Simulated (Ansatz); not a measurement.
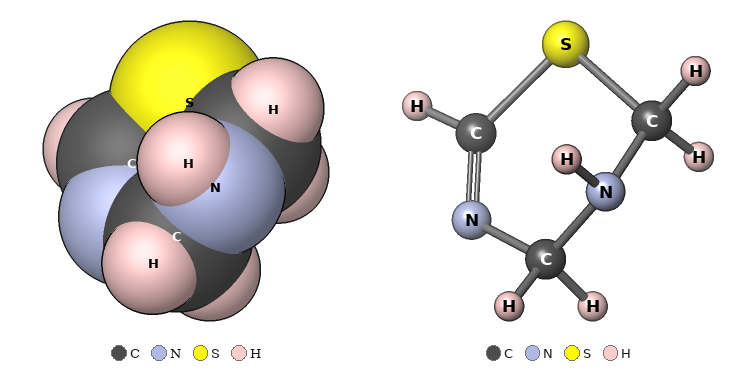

Both panels show the same species.

Identify the structure.

Formula C3H6N2S. Its SMILES string is `C1=NCNCS1`. Independent rings (smallest set): 1 of 6 members. Among its groups: secondary amine, imine. This geometry has C1 symmetry. Coordination: 1 C trigonal planar; 1 N bent; 2 C tetrahedral; 1 N trigonal pyramidal; 1 S bent.

More results for the same structure follow; atom numbers are the same in all pictures, views and colours differ. The computed structure is the end point of a PBE0-D4/def2-TZVP optimisation.

## Levels of theory compared

Program: Ansatz 0.2.0.

Compare HOMO energy (eV), dipole (D), HOMO–LUMO gap (eV) at these levels: B3LYP-D4/def2-TZVPP; PBE-D4/def2-TZVPP; r2SCAN-D4/def2-TZVPP; ωB97M-V/def2-TZVPP.

```tsv
level	HOMO energy (eV)	dipole (D)	HOMO–LUMO gap (eV)
B3LYP-D4/def2-TZVPP	−6.38	1.50	5.88
PBE-D4/def2-TZVPP	−5.32	1.52	4.07
r2SCAN-D4/def2-TZVPP	−5.57	1.53	4.52
ωB97M-V/def2-TZVPP	−8.79	1.45	10.58
```

## Vibrations

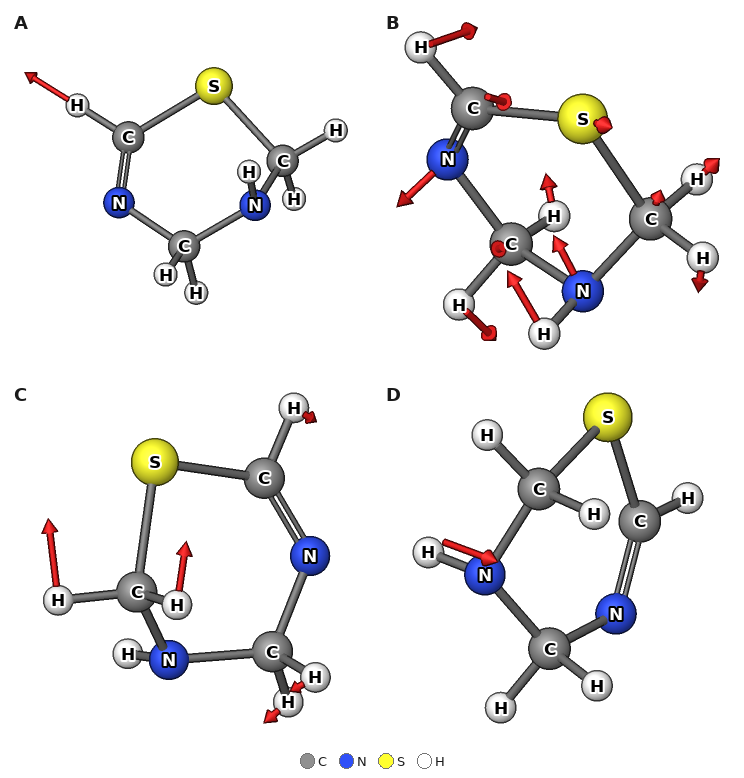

4 normal modes of one molecule or complex, as arrows. Harmonic vibrations computed with RKS PBE0-D4/def2-TZVP (Ansatz 0.2.0) at a stationary point of the same level.

Question: Match the panels to the wavenumbers 491 cm⁻¹, 1298 cm⁻¹, 3118 cm⁻¹, 3560 cm⁻¹.

Answer: A: 3118 cm⁻¹, C–H stretching
B: 491 cm⁻¹
C: 1298 cm⁻¹, angle bending
D: 3560 cm⁻¹, N–H stretching

## Charges

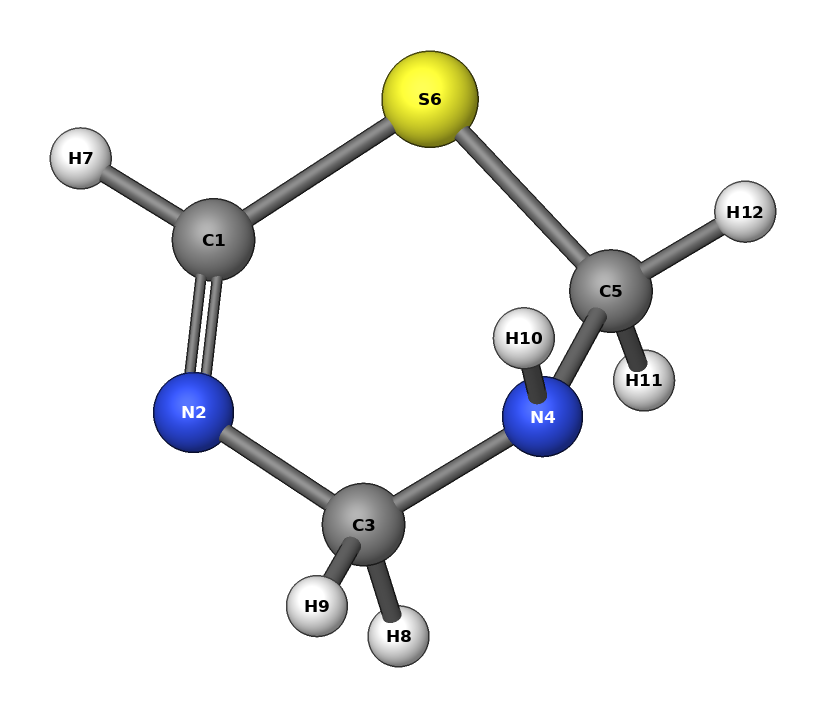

The questions are on Mulliken charges. Method: RKS PBE0-D4/def2-TZVP (Ansatz 0.2.0).

List the Mulliken charges.

```csv
atom,value (e)
C1,−0.08
N2,−0.20
C3,−0.08
N4,−0.31
C5,−0.13
S6,−0.09
H7,0.14
H8,0.12
H9,0.14
H10,0.21
H11,0.13
H12,0.15
```

Mulliken values depend strongly on the basis set and can even reverse the polarity of a bond.
